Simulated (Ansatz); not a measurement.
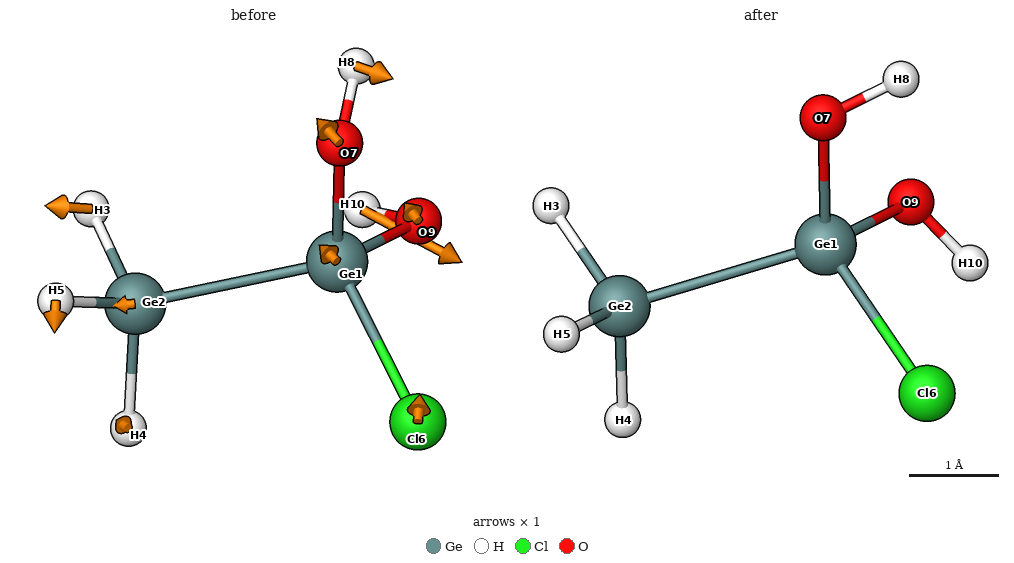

The structure of Ge₂H₅O₂Cl before (left) and after (right) a relaxation, at one scale. The orange arrows give the displacements, at their true length.

A ball-and-stick model, seen from a free direction.

The run prepares the start of a later molecular dynamics calculation, from a guessed geometry.

Theory: Ansatz 0.2.0, RKS BLYP-D4/def2-SVP.

The input:
```yaml
crystal:
  periodic: [false, false, false]
  atoms:
    - { symbol: Ge, position_ang: [0.0, 0.0, 0.0] }
    - { symbol: Ge, position_ang: [0.0, 0.0, 2.4] }
    - { symbol: H, position_ang: [-1.3958, -0.4318, 2.9174] }
    - { symbol: H, position_ang: [1.0719, -0.9929, 2.9174] }
    - { symbol: H, position_ang: [0.324, 1.4247, 2.9174] }
    - { symbol: Cl, position_ang: [2.0935, 0.0, -0.7393] }
    - { symbol: O, position_ang: [-0.8337, 1.4443, -0.5894] }
    - { symbol: H, position_ang: [-1.7915, 1.2136, -0.8118] }
    - { symbol: O, position_ang: [-0.8337, -1.4443, -0.5894] }
    - { symbol: H, position_ang: [-1.2883, -1.91, 0.183] }
basis:
  gaussian: { orbitals: def2-SVP }
hamiltonian:
  xc: blyp
  dispersion: d4
relax:
  f_tol: 0.02
  max_steps: 40
```

Launched with:
```bash
ansatz run input.yaml --threads 4 --pin off --max-ram 5120MiB --backend cpu --events-out ev --progress --plain --runs-dir out
```

Question: Describe what moved and what it gained.

Answer: The energy falls by 31.0 kJ/mol in 21 accepted moves (22 points after the start). The largest force component goes from 1.5 to 0.018 eV/Å. The line search rejected the trial step at point 18 of the run. H10 moves most after the best rigid fit: 1.33 Å. Largest moves by element: H 1.33 Å, O 0.47 Å, Cl 0.38 Å, Ge 0.34 Å. Some distances before and after: Ge1–Ge2 2.400 → 2.452 Å, Ge1–O9 1.769 → 1.805 Å, O7–H8 1.010 → 0.979 Å, Ge1–O7 1.769 → 1.795 Å. Among the angles between lasting bonds that change: Ge2–Ge1–O9 109.5° → 116.7°, Cl6–Ge1–O9 109.5° → 104.9°, O7–Ge1–O9 109.5° → 106.7°. Groups turn about Ge1–O9 by about 115°, Ge1–O7 by about 70°.
